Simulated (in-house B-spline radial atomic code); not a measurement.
# Hf¹⁰⁺: excited configurations

Wanted: excitation energies of Hf¹⁰⁺ as differences of total energies (ΔSCF).

Method: Dirac-Hartree-Fock, average of configuration, Fermi nucleus, basis-set limit. Code: in-house B-spline radial atomic code version 1.

## Step 1: What is computed

- element: hafnium (Z = 72)
- charge: +10
- electrons: 62
- configuration: [Kr] 4d10 4f12 5s2 5p2
- Hamiltonian: Dirac-Coulomb
- nucleus: Fermi, rms radius 5.347 fm

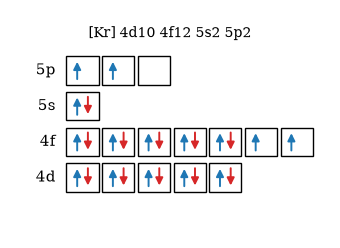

Outer shells as boxes.

The boxes draw the filling by Hund's rule, which heavy ions in jj coupling don't follow; these runs average over all states of the configuration.

Settings of the run:

```ini
Z = 72
electrons = 62.0
configuration = [Kr] 4d10 4f12 5s2 5p2
hamiltonian = dirac
method = hf
spin_polarised = False
nucleus = fermi
rms_radius = 5.347
mass_number = 180
atomic_mass = 179.946559537
speed_of_light = 137.035999084
```

The reference is known from an earlier run: -15058.544718 hartree in all. Up to eight levels, counted from the top:

| orbital | occupation | energy (eV) | <r> (bohr) |
| --- | --- | --- | --- |
| 4p3/2 | 4 | -586.52 | 0.5041 |
| 4d3/2 | 4 | -424.09 | 0.5220 |
| 4d5/2 | 6 | -412.70 | 0.5327 |
| 5s1/2 | 2 | -233.33 | 1.044 |
| 4f5/2 | 5.14286 | -210.61 | 0.5908 |
| 4f7/2 | 6.85714 | -208.59 | 0.5975 |
| 5p1/2 | 0.666667 | -203.46 | 1.109 |
| 5p3/2 | 1.33333 | -192.11 | 1.170 |

## Step 2: Run with [Kr] 4d9 4f12 5s2 5p2 6s1

Settings of the run:

```ini
Z = 72
electrons = 62.0
configuration = [Kr] 4d9 4f12 5s2 5p2 6s1
hamiltonian = dirac
method = hf
spin_polarised = False
nucleus = fermi
rms_radius = 5.347
mass_number = 180
atomic_mass = 179.946559537
speed_of_light = 137.035999084
```

## Step 3: Configuration [Kr] 4d10 4f12 5s2 5p1 6g1

Settings: those of step 2 with these lines changed.

```diff
@@ -2,3 +2,3 @@
 electrons = 62.0
-configuration = [Kr] 4d9 4f12 5s2 5p2 6s1
+configuration = [Kr] 4d10 4f12 5s2 5p1 6g1
 hamiltonian = dirac
```

## Step 4: [Kr] 4d10 4f11 5s2 5p2 8d1

Settings: those of step 3 with these lines changed.

```diff
@@ -2,3 +2,3 @@
 electrons = 62.0
-configuration = [Kr] 4d10 4f12 5s2 5p1 6g1
+configuration = [Kr] 4d10 4f11 5s2 5p2 8d1
 hamiltonian = dirac
```

## Step 5: Run with [Kr] 4d10 4f12 5s2 5p1 9d1

Settings: those of step 4 with these lines changed.

```diff
@@ -2,3 +2,3 @@
 electrons = 62.0
-configuration = [Kr] 4d10 4f11 5s2 5p2 8d1
+configuration = [Kr] 4d10 4f12 5s2 5p1 9d1
 hamiltonian = dirac
```

## Step 6: [Kr] 4d9 4f12 5s2 5p2 6p1

Settings: those of step 5 with these lines changed.

```diff
@@ -2,3 +2,3 @@
 electrons = 62.0
-configuration = [Kr] 4d10 4f12 5s2 5p1 9d1
+configuration = [Kr] 4d9 4f12 5s2 5p2 6p1
 hamiltonian = dirac
```

## Step 7: [Kr] 4d10 4f11 5s2 5p2 9g1

Settings: those of step 6 with these lines changed.

```diff
@@ -2,3 +2,3 @@
 electrons = 62.0
-configuration = [Kr] 4d9 4f12 5s2 5p2 6p1
+configuration = [Kr] 4d10 4f11 5s2 5p2 9g1
 hamiltonian = dirac
```

Before running: How far above the reference does each configuration lie (order and size, in eV)?

As calculated:

| net move | configuration | energy above the reference (eV) | with Breit, QED, recoil (eV) | largest <r> (bohr) |
| --- | --- | --- | --- | --- |
| 5p → 6g | [Kr] 4d10 4f12 5s2 5p1 6g1 | 148.73 | 148.53 | 3.85 |
| 4f → 8d | [Kr] 4d10 4f11 5s2 5p2 8d1 | 165.52 | 165.66 | 5.52 |
| 5p → 9d | [Kr] 4d10 4f12 5s2 5p1 9d1 | 166.21 | 166.02 | 7.46 |
| 4f → 9g | [Kr] 4d10 4f11 5s2 5p2 9g1 | 183.92 | 184.05 | 9.85 |
| 4d → 6s | [Kr] 4d9 4f12 5s2 5p2 6s1 | 293.02 | 292.89 | 1.94 |
| 4d → 6p | [Kr] 4d9 4f12 5s2 5p2 6p1 | 307.70 | 307.51 | 2.18 |

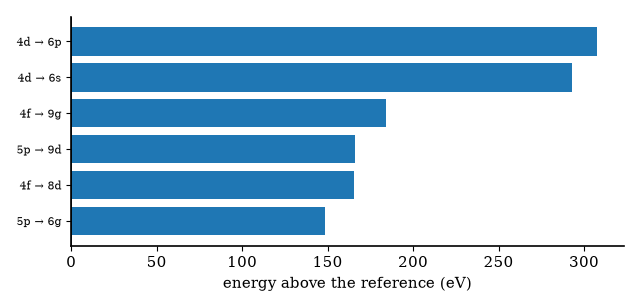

Energy of each configuration above the reference.

Quantum defects of the promoted electron, δ = n − ζ/√(−2ε) with ζ = 11 and ε its orbital energy in hartree:

| promotion | δ |
| --- | --- |
| 5p → 6g | 0.063 |
| 4f → 8d | 1.518 |
| 5p → 9d | 1.494 |
| 4f → 9g | 0.099 |
| 4d → 6s | 2.274 |
| 4d → 6p | 2.019 |

The lowest of them is 5p → 6g at 148.73 eV and the highest 4d → 6p at 307.70 eV. Koopmans' estimate of the ionisation threshold is 192.11 eV; 2 configurations exceed it by over 2 % and could autoionise. Of those tabulated, the defect is largest for 6s (2.27) and least for 6g (0.06): low angular momentum penetrates the core, high angular momentum stays outside it. Two partly filled shells share a symmetry and can mix in the average, which may lower the energy, for: 4d → 6p. These are averages over configurations, without correlation, not spectroscopic levels.
